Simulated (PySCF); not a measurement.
# Zr(OH)3: doublet, from a trigonal planar start

The task is one start of a wider search on Zr(OH)3: the doublet, from a trigonal planar start. It is relaxed, tested by its Hessian and followed downhill if it is a saddle.

The runs use PySCF 2.14.0; PBE0, basis Zr def2-TZVP with ECP28, O def2-TZVP, H def2-TZVP, scalar-relativistic core potentials, no spin–orbit coupling, density fitting.

**1. The system as given**

7 atoms, charge 0, spin multiplicity 2.

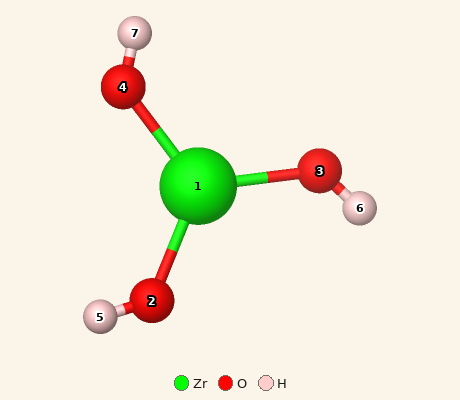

Start geometry, drawn with zirconium green, oxygen red, hydrogen pink; atoms are numbered from 1 in the order of the file.

```xyz
7
charge 0 multiplicity 2
Zr    0.0000    0.0000    0.0000
O     2.1700    0.0000    0.0000
O    -1.0850    1.8793    0.0000
O    -1.0850   -1.8793    0.0000
H     2.7871   -0.7354    0.0000
H    -0.7567    2.7814    0.0000
H    -2.0304   -2.0460    0.0000
```

**2. First SCF at the start**

One driver script runs all steps and calls PySCF; scf.py shows how it sets up the SCF of each step. The optimiser is the driver's own. After this first run the driver tries any further starts and a stability analysis.

The input, scf.py:

```python
from pyscf import gto, scf, dft
mol = gto.M(atom='''
Zr     0.000000     0.000000     0.000000
O      2.170000     0.000000     0.000000
O     -1.085000     1.879300     0.000000
O     -1.085000    -1.879300     0.000000
H      2.787100    -0.735400     0.000000
H     -0.756700     2.781400     0.000000
H     -2.030400    -2.046000     0.000000''',
    basis={'Zr': 'def2-TZVP', 'O': 'def2-TZVP', 'H': 'def2-TZVP'},
    ecp={'Zr': 'def2-TZVP'},
    charge=0, spin=1)
mf = dft.UKS(mol, xc='PBE0')
mf.grids.atom_grid = (50, 194)
aux = {'Zr': 'def2-universal-JKFIT', 'O': 'def2-universal-JKFIT', 'H': 'def2-universal-JKFIT'}
mf = mf.density_fit(auxbasis=aux)
mf.conv_tol = 1e-08
mf.diis_space = 10
mf.max_cycle = 60
mf.init_guess = 'minao'
mf.verbose = 4
mf.kernel()
```

Command:

```console
$ OMP_NUM_THREADS=4 python axn.py task.json out
```

Further steps of the session: Relaxation: trigonal planar start, doublet; Is it a minimum? Harmonic modes.

Q: Predict the outcome of this session. Wanted: minimum; geometry; wavenumbers; dipole moment; highest occupied, lowest empty level; polar-tensor charge of Zr1; zero-point energy; atomisation energy; ⟨S²⟩.

**Answer**, as computed:

| quantity | value |
| --- | --- |
| minimum | doublet, D3h |
| geometry | O–H 0.952 Å (×3), Zr–O 1.926 Å (×3); H–O–Zr 180.0° (×3), O–Zr–O 120.0° (×3) |
| wavenumbers (cm⁻¹) | 67 (a2''), 91 (a2'), 154 (e'), 258 (e'), 361 (e''), 378 (a2''), 685 (a1'), 704 (e'), 4011 (e'), 4014 (a1') |
| dipole moment | 0.00 D |
| highest occupied, lowest empty level (either spin) | -4.48, -1.17 eV |
| polar-tensor charge of Zr1 | +1.73 e |
| zero-point energy | 97.0 kJ/mol |
| entropy at 298.15 K | 357.0 J/(mol K) |
| atomisation energy (no zero-point energy) | 2898 kJ/mol |
| ⟨S²⟩ | 0.752 |

The trigonal planar start (C3h) ends in a minimum of D3h symmetry. The strongest infrared band lies at 4011 cm⁻¹ (e'). The dipole vanishes although Zr1 carries +1.7 e by the polar tensor: the bond dipoles cancel. Most of the spin sits on Zr1 (Mulliken spin 1.06, against 1 for the whole molecule). Only this shape and spin were tried, so other structures or states may lie lower. Open d and f shells are described by one determinant, and the ground state may have another occupation or spin.
